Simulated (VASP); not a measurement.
# Osmium: structure and properties in VASP, part 4 of 4

Aim: relax Osmium, then compute properties on the relaxed cell. The start is a cell from a database of measured crystal structures.

VASP 6.6.1; PBEsol; plane waves and PAW (Os).

So far. Step 9 (Volume scan with PBEsol, volume scale 0.98): The run ends at a pressure of 9.37 GPa.

**10. Volume scan with PBEsol, volume scale 1**

INCAR reads:

```
SYSTEM = Os
PREC = Accurate
ENCUT = 400
EDIFF = 1E-06
NELM = 100
ISMEAR = 1
SIGMA = 0.2
LREAL = .FALSE.
ALGO = Normal
GGA = PS
NBANDS = 14
LORBIT = 11
LWAVE = .FALSE.
LCHARG = .FALSE.
KPAR = 2
ISIF = 2
```

POSCAR reads:

```
Os
1.0
    2.7293497425      0.0000000000      0.0000000000
   -1.3646748713      2.3636862129      0.0000000000
    0.0000000000      0.0000000000      4.3121492396
Os
2
Direct
    0.3333333333      0.6666666667      0.2500000000
    0.6666666667      0.3333333333      0.7500000000
```

KPOINTS reads:

```
Automatic mesh
0
Gamma
11 11 6
0 0 0
```

The projector-augmented-wave data sets are Os (PBE family, release 64).

Started as:

```
> mpirun -np 2 vasp_std
```

The program printed:

```text
[... set-up lines as in an earlier step ...]
 entering main loop
       N       E                     dE             d eps       ncg     rms          rms(c)
DAV:   1     0.783562369468E+02    0.78356E+02   -0.64952E+03  1808   0.889E+02
DAV:   2    -0.221597846062E+02   -0.10052E+03   -0.89074E+02  1870   0.316E+02
DAV:   3    -0.259722951775E+02   -0.38125E+01   -0.36784E+01  2338   0.523E+01
[... 1 cycle as in an earlier step ...]
DAV:   5    -0.260088541032E+02   -0.23413E-03   -0.23390E-03  2290   0.367E-01    0.247E+01
DAV:   6    -0.248167166966E+02    0.11921E+01   -0.11048E+00  2188   0.900E+00    0.111E+01
DAV:   7    -0.244769322930E+02    0.33978E+00   -0.73763E-01  2230   0.719E+00    0.566E-01
[... 1 cycle as in an earlier step ...]
DAV:   9    -0.244676421256E+02    0.29981E-02   -0.18173E-03  2074   0.453E-01    0.482E-02
DAV:  10    -0.244676593224E+02   -0.17197E-04   -0.65856E-05  2280   0.728E-02    0.105E-02
DAV:  11    -0.244676398908E+02    0.19432E-04   -0.44275E-06  1972   0.228E-02    0.138E-03
DAV:  12    -0.244676392418E+02    0.64905E-06   -0.10627E-07  1046   0.350E-03
   1 F= -.24467639E+02 E0= -.24466789E+02  d E =-.255091E-02
```

Elapsed: 8 s, on 2 MPI ranks of AMD EPYC 7R43, shared host; peak memory 0.22 GiB.

Parts of OUTCAR (step 10):

```text
  FREE ENERGIE OF THE ION-ELECTRON SYSTEM (eV)
  ---------------------------------------------------
  free  energy   TOTEN  =       -24.4676392418 eV

  energy  without entropy=      -24.4650883292  energy(sigma->0) =      -24.46678894

[... 4 parts as in an earlier step ...]

[... 1 further part left out ...]
[key lines of the parts left out:]
E-fermi :   9.3419
```

The pressure falls from 9.37 to -0.02 GPa.

The run ends at a pressure of -0.02 GPa.

**11. Volume scan with PBEsol, volume scale 1.02**

INCAR is that of step 10.

POSCAR reads:

```
Os
1.0
    2.7474254331      0.0000000000      0.0000000000
   -1.3737127166      2.3793402202      0.0000000000
    0.0000000000      0.0000000000      4.3407073516
Os
2
Direct
    0.3333333333      0.6666666667      0.2500000000
    0.6666666667      0.3333333333      0.7500000000
```

KPOINTS is that of step 10.

Started as:

```
> mpirun -np 2 vasp_std
```

The program printed:

```text
[... set-up lines as in an earlier step ...]
 entering main loop
       N       E                     dE             d eps       ncg     rms          rms(c)
DAV:   1     0.778089256390E+02    0.77809E+02   -0.65011E+03  1792   0.894E+02
DAV:   2    -0.222252543065E+02   -0.10003E+03   -0.88820E+02  1948   0.315E+02
DAV:   3    -0.260003109294E+02   -0.37751E+01   -0.36540E+01  2278   0.523E+01
DAV:   4    -0.260288541763E+02   -0.28543E-01   -0.28491E-01  2062   0.473E+00
[...]
DAV:  10    -0.244531656266E+02   -0.17987E-04   -0.68036E-05  2260   0.751E-02    0.115E-02
DAV:  11    -0.244531458567E+02    0.19770E-04   -0.45283E-06  1972   0.223E-02    0.126E-03
DAV:  12    -0.244531452372E+02    0.61947E-06   -0.11482E-07  1040   0.376E-03
   1 F= -.24453145E+02 E0= -.24452183E+02  d E =-.288590E-02
```

Wall time 8.2 s (2 MPI ranks); peak memory 0.22 GiB; 15 s of CPU time.

OUTCAR, selected parts (step 11):

```text
  Total       -1.4575641     -1.4575641     -1.5330665      0.0000000     -0.0000000      0.0000000
  in kB      -82.2991347    -82.2991347    -86.5622667      0.0000000     -0.0000000      0.0000000
  external PRESSURE =     -83.7201787 kB  Pullay stress =       0.0000000 kB

 POSITION                                       TOTAL-FORCE (eV/Angst)
 -----------------------------------------------------------------------------------
     -0.00000      1.58623      1.08518        -0.000000      0.000000      0.000000
      1.37371      0.79311      3.25553         0.000000      0.000000      0.000000
 -----------------------------------------------------------------------------------
    total drift:                               -0.000000      0.000000     -0.000000

  FREE ENERGIE OF THE ION-ELECTRON SYSTEM (eV)
  ---------------------------------------------------
  free  energy   TOTEN  =       -24.4531452372 eV

  energy  without entropy=      -24.4502593354  energy(sigma->0) =      -24.45218327

[... 1 part as in an earlier step ...]

[... 2 further parts left out ...]
[key lines of the parts left out:]
E-fermi :   9.0417
```

The pressure falls from -0.02 to -8.37 GPa.

The run ends at a pressure of -8.37 GPa.

**12. Volume scan with PBEsol, volume scale 1.04**

INCAR is that of step 11.

POSCAR reads:

```
Os
1.0
    2.7652663579      0.0000000000      0.0000000000
   -1.3826331790      2.3947909143      0.0000000000
    0.0000000000      0.0000000000      4.3688945528
Os
2
Direct
    0.3333333333      0.6666666667      0.2500000000
    0.6666666667      0.3333333333      0.7500000000
```

KPOINTS is that of step 11.

Started as:

```
> mpirun -np 2 vasp_std
```

The program printed:

```text
[... set-up lines as in an earlier step ...]
 entering main loop
       N       E                     dE             d eps       ncg     rms          rms(c)
DAV:   1     0.769002564315E+02    0.76900E+02   -0.63778E+03  1800   0.882E+02
DAV:   2    -0.220644332570E+02   -0.98965E+02   -0.87496E+02  1882   0.314E+02
DAV:   3    -0.259805843045E+02   -0.39162E+01   -0.37355E+01  2344   0.521E+01
DAV:   4    -0.260214421644E+02   -0.40858E-01   -0.40608E-01  1930   0.520E+00
[...]
DAV:  10    -0.244113380168E+02   -0.18796E-04   -0.64719E-05  2284   0.737E-02    0.124E-02
DAV:  11    -0.244113184545E+02    0.19562E-04   -0.44971E-06  1948   0.218E-02    0.120E-03
DAV:  12    -0.244113178611E+02    0.59344E-06   -0.12236E-07  1088   0.397E-03
   1 F= -.24411318E+02 E0= -.24410250E+02  d E =-.320396E-02
```

Run time: 8.2 s. Hardware: 2 MPI ranks; peak memory 0.21 GiB; 15 s of CPU time.

Parts of OUTCAR (step 12):

```text
  Total       -2.7929678     -2.7929678     -2.9627205      0.0000000      0.0000000      0.0000000
  in kB     -154.6679681   -154.6679681   -164.0684691      0.0000000      0.0000000      0.0000000
  external PRESSURE =    -157.8014684 kB  Pullay stress =       0.0000000 kB

 POSITION                                       TOTAL-FORCE (eV/Angst)
 -----------------------------------------------------------------------------------
     -0.00000      1.59653      1.09222         0.000000      0.000000      0.000000
      1.38263      0.79826      3.27667        -0.000000      0.000000      0.000000
 -----------------------------------------------------------------------------------
    total drift:                               -0.000000      0.000000     -0.000000

  FREE ENERGIE OF THE ION-ELECTRON SYSTEM (eV)
  ---------------------------------------------------
  free  energy   TOTEN  =       -24.4113178611 eV

  energy  without entropy=      -24.4081139017  energy(sigma->0) =      -24.41024987

[... 1 part as in an earlier step ...]

[... 2 further parts left out ...]
[key lines of the parts left out:]
E-fermi :   8.7524
```

The pressure falls from -8.37 to -15.78 GPa.

The run ends at a pressure of -15.78 GPa.

**13. Volume scan with PBEsol, volume scale 1.06**

A prediction first. A parabola through the 6 pressures of evenly scaled cells so far, P = -0.05 -444.6 t +1133 t² GPa with t = ln(V/V₁) and V₁ the volume at scale 1, gives -22.11 GPa at t = +0.0583.

INCAR is that of step 12.

POSCAR reads:

```
Os
1.0
    2.7828799943      0.0000000000      0.0000000000
   -1.3914399972      2.4100447709      0.0000000000
    0.0000000000      0.0000000000      4.3967226569
Os
2
Direct
    0.3333333333      0.6666666667      0.2500000000
    0.6666666667      0.3333333333      0.7500000000
```

KPOINTS is that of step 12.

Started as:

```
> mpirun -np 2 vasp_std
```

The program printed:

```text
[... set-up lines as in an earlier step ...]
 entering main loop
       N       E                     dE             d eps       ncg     rms          rms(c)
DAV:   1     0.774825768006E+02    0.77483E+02   -0.64814E+03  1808   0.882E+02
DAV:   2    -0.220521925928E+02   -0.99535E+02   -0.88154E+02  1936   0.313E+02
DAV:   3    -0.259568581611E+02   -0.39047E+01   -0.37541E+01  2332   0.527E+01
DAV:   4    -0.259893718034E+02   -0.32514E-01   -0.32394E-01  1978   0.500E+00
[...]
DAV:  10    -0.243452657434E+02   -0.19317E-04   -0.61320E-05  2242   0.722E-02    0.132E-02
DAV:  11    -0.243452465927E+02    0.19151E-04   -0.44167E-06  1954   0.212E-02    0.120E-03
DAV:  12    -0.243452460073E+02    0.58537E-06   -0.13312E-07  1076   0.422E-03
   1 F= -.24345246E+02 E0= -.24344077E+02  d E =-.350573E-02
```

Wall time 8.6 s (2 MPI ranks); peak memory 0.21 GiB.

From OUTCAR (step 13):

```text
  Total       -4.0277871     -4.0277871     -4.2863244      0.0000000      0.0000000      0.0000000
  in kB     -218.8408696   -218.8408696   -232.8879166      0.0000000      0.0000000      0.0000000
  external PRESSURE =    -223.5232186 kB  Pullay stress =       0.0000000 kB

 POSITION                                       TOTAL-FORCE (eV/Angst)
 -----------------------------------------------------------------------------------
     -0.00000      1.60670      1.09918         0.000000      0.000000      0.000000
      1.39144      0.80335      3.29754        -0.000000     -0.000000      0.000000
 -----------------------------------------------------------------------------------
    total drift:                               -0.000000      0.000000     -0.000000

  FREE ENERGIE OF THE ION-ELECTRON SYSTEM (eV)
  ---------------------------------------------------
  free  energy   TOTEN  =       -24.3452460073 eV

  energy  without entropy=      -24.3417402771  energy(sigma->0) =      -24.34407743

[... 1 part as in an earlier step ...]

[... 2 further parts left out ...]
[key lines of the parts left out:]
E-fermi :   8.4736
```

The pressure falls from -15.78 to -22.35 GPa. The parabola predicted -22.11 GPa, +0.24 GPa off.

**14. The series together**

Times are for 2 MPI ranks of AMD EPYC 7R43, shared host. The runs compared:

```csv
no.,volume scale,energy above the lowest point (meV/atom),pressure (GPa),time,memory (GiB)
1,0.94,78.37,31.83,8 s,0.22
2,0.96,33.5,19.94,8 s,0.21
3,0.98,8.1,9.369,8 s,0.22
4,1,0,-0.02319,8 s,0.22
5,1.02,7.3,-8.372,8.2 s,0.22
6,1.04,28.27,-15.78,8.2 s,0.21
7,1.06,61.36,-22.35,8.6 s,0.21
```

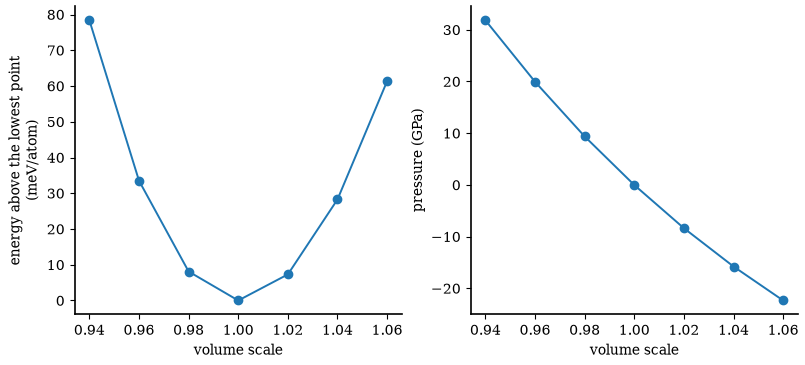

The series as plots.

**15. Fit for PBEsol**

This step: Birch-Murnaghan fit, PBEsol; plane waves and PAW (VASP 6.6.1).

This step runs nothing: it gathers the runs above.

Numbers from this step:

```yaml
pressure_derivative_of_the_bulk_modulus: 4.906
r_m_s_error_of_the_fit: 6.24e-6 eV/atom
minimum_inside_the_sampled_range: yes
bulk_modulus: 442.1 GPa
equilibrium_volume_of_the_fit: 13.91 Å³/atom
```

The energy above the fitted minimum by volume:

```csv
volume (Å³/atom),energy above the fitted minimum (eV/atom)
13.075,0.0784
13.353,0.0335
13.631,0.00809
13.909,-1.0e-5
14.188,0.00729
14.466,0.0283
14.744,0.0613
```

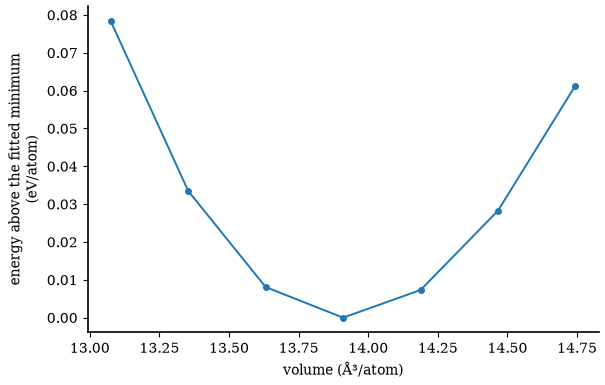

Energy above the fitted minimum, plotted against volume.

The fitted volume lies +0.01 % from the relaxed one.

**16. Independent-particle dielectric function (PBEsol)**

This step: PBEsol; plane waves and PAW (Os) (VASP 6.6.1).

LOPTICS sums transitions from filled to empty bands. The mesh is finer than in the run before. NBANDS is raised for it.

INCAR: that of step 13 with these lines changed.

```diff
@@ -10,3 +10,3 @@
 GGA = PS
-NBANDS = 14
+NBANDS = 24
 LORBIT = 11
@@ -15,2 +15,4 @@
 KPAR = 2
-ISIF = 2
+LOPTICS = .TRUE.
+NEDOS = 1500
+CSHIFT = 0.1
```

POSCAR reads:

```
Os
1.0
    2.7293497425      0.0000000000      0.0000000000
   -1.3646748713      2.3636862129      0.0000000000
    0.0000000000      0.0000000000      4.3121492396
Os
2
Direct
    0.3333333333      0.6666666667      0.2500000000
    0.6666666667      0.3333333333      0.7500000000
```

KPOINTS reads:

```
Automatic mesh
0
Gamma
16 16 9
0 0 0
```

Started as:

```
> mpirun -np 2 vasp_std
```

The program printed:

```text
[... set-up lines as in an earlier step ...]
 entering main loop
       N       E                     dE             d eps       ncg     rms          rms(c)
DAV:   1     0.883536642781E+02    0.88354E+02   -0.56613E+03  7280   0.516E+02
DAV:   2    -0.228683577624E+02   -0.11122E+03   -0.94388E+02  8544   0.198E+02
DAV:   3    -0.260280525310E+02   -0.31597E+01   -0.31342E+01  9072   0.303E+01
DAV:   4    -0.260369931118E+02   -0.89406E-02   -0.89398E-02  8592   0.178E+00
DAV:   5    -0.260370409266E+02   -0.47815E-04   -0.47815E-04  9144   0.124E-01    0.247E+01
DAV:   6    -0.248432313665E+02    0.11938E+01   -0.45503E-01  9920   0.526E+00    0.108E+01
DAV:   7    -0.244995088447E+02    0.34372E+00   -0.35804E-01 10736   0.421E+00    0.804E-01
DAV:   8    -0.244941513546E+02    0.53575E-02   -0.77856E-03  8336   0.492E-01    0.542E-01
DAV:   9    -0.244899189696E+02    0.42324E-02   -0.18250E-03  8904   0.313E-01    0.465E-02
DAV:  10    -0.244899180320E+02    0.93765E-06   -0.70458E-05  9848   0.529E-02    0.165E-02
DAV:  11    -0.244899052625E+02    0.12769E-04   -0.34048E-06  9000   0.136E-02    0.358E-03
DAV:  12    -0.244899045793E+02    0.68326E-06   -0.82066E-08  5712   0.193E-03
   1 F= -.24489905E+02 E0= -.24490450E+02  d E =0.163746E-02
 optical routines
 imaginary and real dielectric function
 recalculating local potential from charge density
 direction            1
 direction            2
 direction            3
```

Wall time 32 s (2 MPI ranks); peak memory 0.41 GiB.

OUTCAR, selected parts (step 16):

```text
   k-points           NKPTS =    150   k-points in BZ     NKDIM =    150   number of bands    NBANDS=     24

   NELECT =      16.0000    total number of electrons

 E-fermi :   9.4042

 k-point     1 :       0.0000    0.0000    0.0000
  band No.  band energies     occupation
    ...
      6       7.1500      2.00000
      7       7.1500      2.00000
      8       7.8164      2.00000
      9       7.8164      2.00000
     10       9.3894      1.12457
     11      11.1020     -0.00000
     12      11.1020     -0.00000
     13      18.5006      0.00000
     14      23.4260      0.00000
     15      26.1687      0.00000
    ...

  Total       -0.0278362     -0.0278362     -0.0928076      0.0000000      0.0000000      0.0000000
  in kB       -1.6031611     -1.6031611     -5.3450428      0.0000000      0.0000000      0.0000000
  external PRESSURE =      -2.8504550 kB  Pullay stress =       0.0000000 kB

 POSITION                                       TOTAL-FORCE (eV/Angst)
 -----------------------------------------------------------------------------------
     -0.00000      1.57579      1.07804        -0.000000      0.000000      0.000000
      1.36467      0.78790      3.23411         0.000000      0.000000      0.000000
 -----------------------------------------------------------------------------------
    total drift:                               -0.000000      0.000000     -0.000000

  FREE ENERGIE OF THE ION-ELECTRON SYSTEM (eV)
  ---------------------------------------------------
  free  energy   TOTEN  =       -24.4899045793 eV

  energy  without entropy=      -24.4915420359  energy(sigma->0) =      -24.49045040

 plasma frequency squared (from intraband transitions) (eV^2)
  --------------------------------------------------------------------------------------
      39.775      -0.000       0.000
      -0.000      39.775       0.000
       0.000       0.000      91.875

[... 9 parts as in an earlier step ...]

[... 7 further parts left out ...]
```

These are independent-particle spectra without excitons or local fields, and fine structure depends on the mesh and on CSHIFT. The intraband (Drude) part is not in this spectrum.

This step gave:

```yaml
bands: 24
irreducible_k_points: 150
free_energy_toten: -24.49 eV
energy_at_zero_smearing: -24.49 eV
fermi_energy: 9.404 eV
pressure: -0.2850 GPa
```

The imaginary dielectric function has structure finer than the step of the table below, so its rows give means over 2 eV, whole bins alone (the curve runs from 0 to 25.0 eV). Peaks (eV: height): xx 2.9: 51.2; zz 0.7: 47.5, 1.4: 45.0, 2.9: 47.3.

Table of imaginary dielectric function by photon energy; means over each step:

```csv
photon energy (eV),xx,zz
2,21.9,29.6
4,29.7,21.6
6,8.97,9.97
8,3.60,3.82
10,3.77,4.36
12,3.09,3.30
14,2.35,2.75
16,2.04,2.71
18,4.22,3.51
20,3.24,2.88
22,1.61,1.88
```

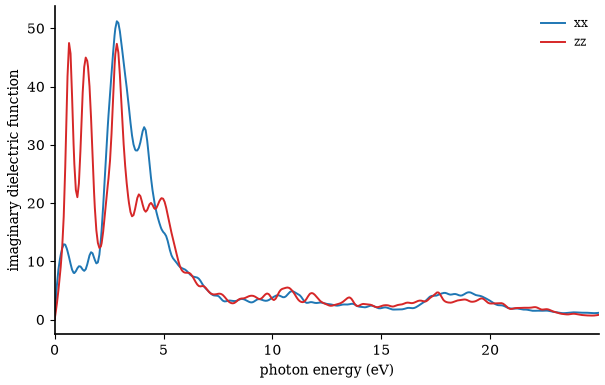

Imaginary dielectric function, plotted against photon energy.

The real dielectric function by photon energy:

```csv
photon energy (eV),xx,zz
0.0,46.5,60.9
2.5,41.8,28.0
5.0,-9.87,-5.19
7.5,-3.87,-2.75
10.0,0.289,-0.165
12.5,-0.640,-0.920
15.0,0.267,0.345
17.5,1.39,0.417
20.0,-2.15,-1.33
22.5,-1.13,-1.41
```

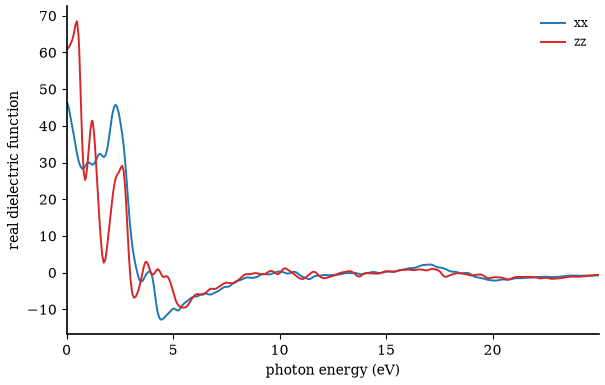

Real dielectric function, plotted against photon energy.

**17. Summary of results**

| Property | Result |
| --- | --- |
| relaxed volume | 13.91 Å³/atom |
| relaxed conventional cell a, b, c | 2.729, 2.729, 4.312 Å; angles 90.0, 90.0, 120.0° |
| space group after relaxing, within 0.02 Å | P6_3/mmc (No. 194) |
| band gap | none, a metal |
| DOS at the Fermi level | 1.20 states/eV/cell |
| highest zone-centre mode | 222 cm⁻¹ |
| bulk modulus from the fit | 442 GPa |
| volume from the fit | 13.9 Å³/atom |

In words: With PBEsol, Osmium relaxes to 13.91 Å³/atom in space group P6_3/mmc (held by the symmetry of the run), comes out as a metal and has a bulk modulus of 442 GPa at fixed shape and positions, an upper bound. Against the listed cell the volume lies -0.5 % (a -0.2 %, c -0.2 %). Band structure (PBEsol): Of the bands kept, 4 cross the Fermi level on this path. Vibrations at Γ (PBEsol): The highest mode in this list at Γ lies at 222.2 cm⁻¹. The scan held shape and positions, so its modulus is an upper bound, and a miss against the measured one is not the functional's alone. Spin-orbit coupling is left out, and with elements this heavy it would split and shift bands near the Fermi level. The k-sampling is coarse for a metal, so the Fermi level, pressures and the shape of the cell carry errors. Modes at Γ alone can't show that the crystal is stable at other wave vectors. No search among competing phases was made. All values are for a static lattice at zero temperature.

[Lines on the potential files, build, host, timing and source positions are cut from VASP's logs without a mark.]

[Logs are printed without paths, hosts, clocks, repeated set-up lines and the standing remarks that a program may print on its own settings, such as how far it seeks lower states.]

[Hosts, paths, dates, database ids (printed as entryN), source tags and the programs' standing remarks are cut or masked in the printed files.]

[A measured line is paired with the nearest computed mode of its activity, which favours agreement.]
